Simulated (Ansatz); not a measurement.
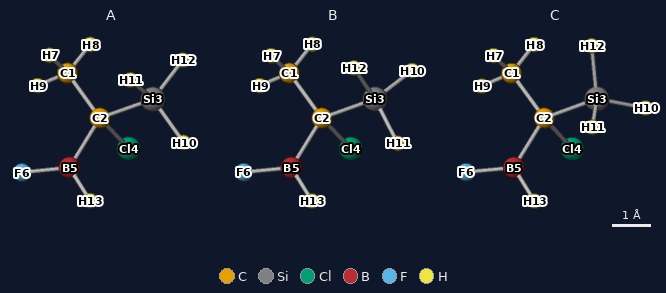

3 geometries from a converged minimum-energy path of C2H7BClFSi, shuffled. A ball-and-stick model, seen at a tilt.

The calculation used Ansatz 0.2.0, RKS PBE0/STO-3G. Run with 7 movable images; climbing image; force threshold 0.03 eV/Å; iteration limit 52; starting path by image-dependent pair potential.

Q: Which of them lies highest in energy?

A: C. In order along the path, whose images run from 0 to 8: B (image 1, +0.011 eV), C (image 4, +0.082 eV), A (image 8, 0.000 eV). The motion is a rotation about the C2–Si3 bond by about 120°. No bond forms or breaks between the ends.

Limits of the set-up: STO-3G is a minimal basis, so the numbers are rough.

The run took 75 s on 1 thread of Intel(R) Xeon(R) 6975P-C (Granite Rapids), with other jobs on the host, peak memory 0.14 GiB.
